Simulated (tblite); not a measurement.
## Frequency calculation of C5H11BGeO

- system: C5H11BGeO
- method: GFN2-xTB harmonic vibrations, gas phase (tblite 0.8.0)

It belongs to a series of runs on one base structure; here: C replaced by Ge.

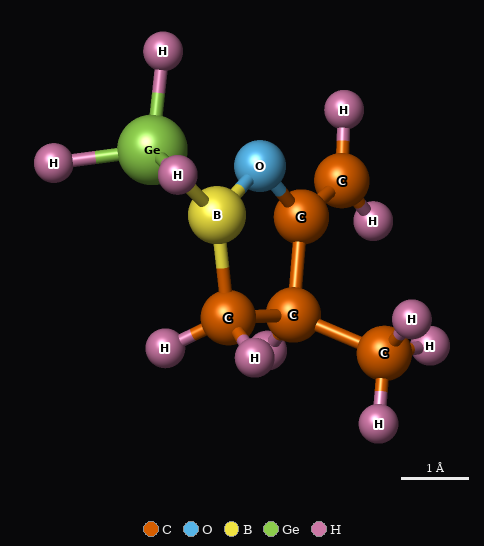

The structure (ball-and-stick view, seen at a tilt). Sticks mark near contacts.

Results in brief

- outcome: converged
- total energy: −640.9621 eV
- zero-point energy: 90.9290 kcal/mol
- hardware: 1 CPU thread, shared host
- wall time: 1.2 s
- peak memory: 0.18 GiB

Input file
```
{"job": {"kind": "ir", "xc": "GFN2-xTB", "basis": "xTB"}, "charge": 0, "multiplicity": 1}
C     -1.900997     1.725730     0.707784
C     -0.910087     0.867557     0.531049
O      0.319762     1.272739     0.067832
B      1.220943     0.279094     0.057142
Ge     3.068136     0.724421    -0.578325
C      0.548805    -1.056496     0.601984
C     -0.924392    -0.628258     0.777399
C     -1.851815    -1.322615    -0.221484
H     -1.781894     2.770879     0.486913
H     -2.853510     1.399025     1.080841
H      4.147844     0.562942     0.445781
H      3.241524     2.125039    -1.062527
H      3.578055    -0.115898    -1.707505
H      0.635600    -1.911512    -0.069942
H      0.982250    -1.372307     1.553470
H     -1.286669    -0.827819     1.789856
H     -2.866336    -0.942283    -0.126509
H     -1.865522    -2.395185    -0.040506
H     -1.511501    -1.145801    -1.240059
```

The first line tells a small driver script what to run in tblite; the rest is the geometry in Å.

Run as:
```bash
OMP_NUM_THREADS=1 python <driver script> task.json out
```

Log
```
mode    cm-1     km/mol
  1      37.3      0.44
  2      51.6      0.01
  3     105.0      0.22
  4     113.6      0.86
  5     221.6      0.58
  6     239.1      1.84
  7     254.3      3.58
  8     286.7      8.20
  9     355.6      2.71
 10     388.5     11.36
 11     452.5     41.59
 12     461.8     39.78
 13     602.7      1.51
 14     639.3      6.60
 15     722.6      1.84
 16     741.3     11.80
 17     779.4     15.56
 18     814.6     32.85
 19     830.1    527.16
 20     863.4     26.63
 21     899.4    120.73
 22     903.2     89.71
 23     918.1     16.90
 24     946.6      2.85
 25    1007.7     16.76
 26    1017.0     21.85
 27    1043.9     12.07
 28    1116.4      4.49
 29    1172.4     15.85
 30    1182.8     73.75
 31    1217.0     80.39
 32    1254.3    207.36
 33    1266.1      2.38
 34    1295.7      2.94
 35    1380.8      1.33
 36    1408.9      1.93
 37    1462.2      8.42
 38    1498.0      3.66
 39    1499.8      1.16
 40    1718.9     48.90
 41    1998.3    309.30
 42    2060.6    509.71
 43    2088.5    497.51
 44    2941.4     23.33
 45    2966.2     38.77
 46    2991.7     21.76
 47    3028.1     39.31
 48    3031.2     31.19
 49    3038.4     27.12
 50    3128.1      5.06
 51    3163.2     23.64
```

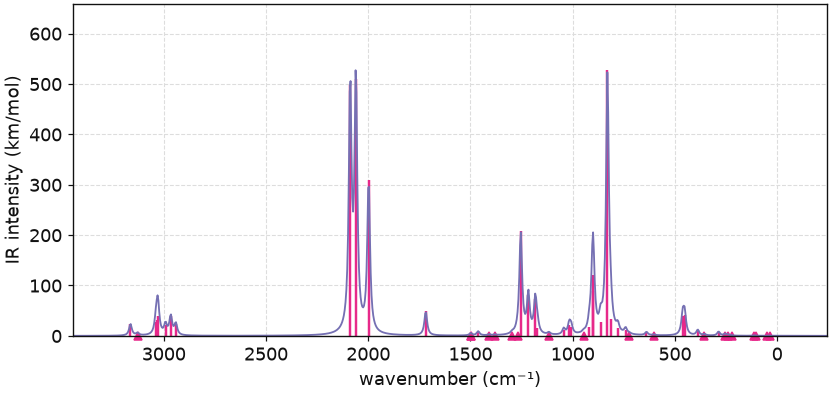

Harmonic infrared spectrum, unscaled: sticks (degenerate modes added up, dark ones marked on the axis) with a Lorentzian envelope of 16 cm⁻¹ full width, scaled to the tallest stick. 51 modes from 37 to 3163 cm⁻¹, none imaginary. The strongest line is at 830 cm⁻¹ (527 km/mol).
